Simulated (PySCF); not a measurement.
```
atom   x (Å)   y (Å)    z (Å)
  Zn  0.0000  0.0000  -0.0237
   H  0.0000  0.0000   1.5063
```

Level of theory: PBE0/def2-TZVPPD, non-relativistic Hamiltonian with scalar-relativistic core potentials where named, at a bond length of 1.530 Å (PySCF).

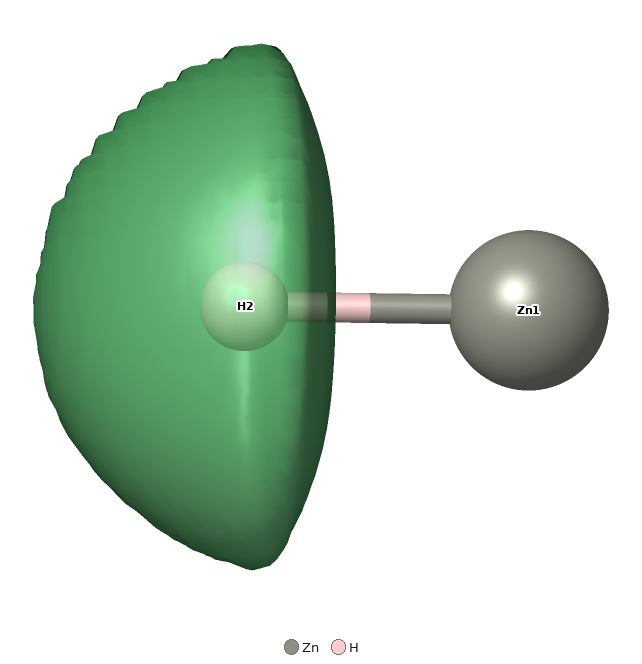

ZnH (charge +1). Isosurface of the ELF at 0.85 (green), seen from one side. Only the valence region is drawn (cores and ρ < 0.01 e/Å³ removed).

What do the ELF domains correspond to?

The surface consists of one region around a hydrogen nucleus. Along the contacts the grid gives the following. Zn–H (1.53 Å): the ELF climbs to about 1 towards the hydrogen.
